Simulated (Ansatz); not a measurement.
Start from AlAs in the zinc blende structure (space group F-43m, No. 216; a = 5.6747 Å).

Structures relaxed with Kohn–Sham DFT with the PBEsol functional, run in Ansatz (a first-principles code) with PAW and 420 eV plane waves, without spin-orbit coupling.

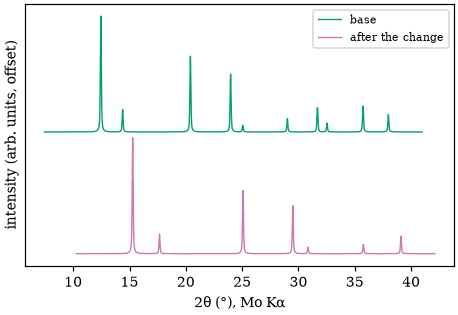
Simulated powder patterns before (top) and after one change

Problem. Which of these changes matches the shifts?
A. As → N
B. As → Sn
C. As → C
D. As → Cu

Solution. C, As → C. Its volume per atom is 12.40 Å³ against 22.84 Å³, and its space group is F-43m (No. 216).

Stability against distortions was not tested. As relaxed here, AlC, AlSn and AlCu are hypothetical phases, not in the database extracts checked. All final runs are without spin polarisation. An odd electron count without spin: AlC and AlSn. This is not the structure that AlN has at room temperature and ambient pressure.
